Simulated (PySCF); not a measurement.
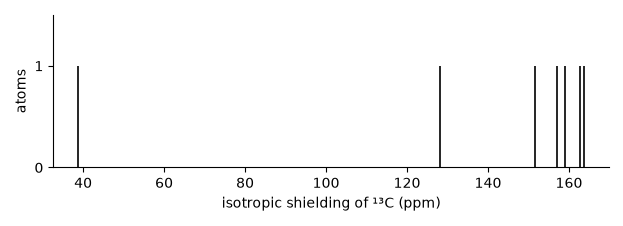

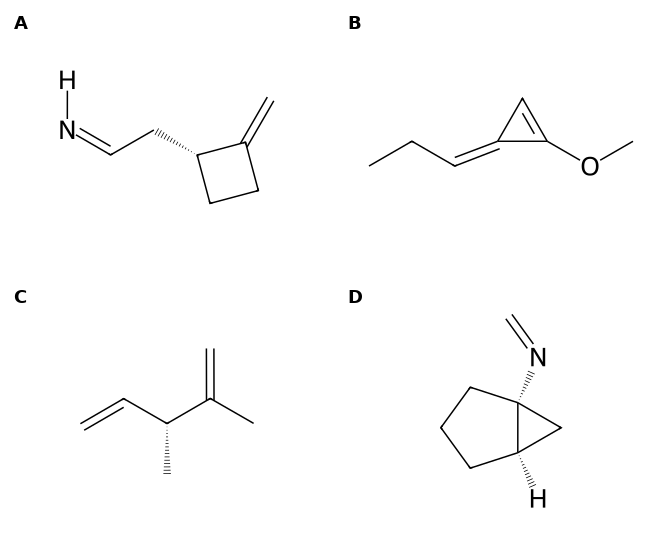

The sticks are computed shieldings of one of the molecules, for one fixed geometry (GFN2-xTB) without averaging over rotations. Low shielding means a high chemical shift. Method: GIAO PBE0/pcSseg-1 NMR shielding, non-relativistic, gas phase (PySCF 2.14.0).

> Match the spectrum to a structure.

D, `C=N[C@@]12CCC[C@@H]1C2`. Its 7 C atoms give lines at 38.8, 128.2, 151.7, 157.0, 159.0, 162.8, 163.6 ppm.
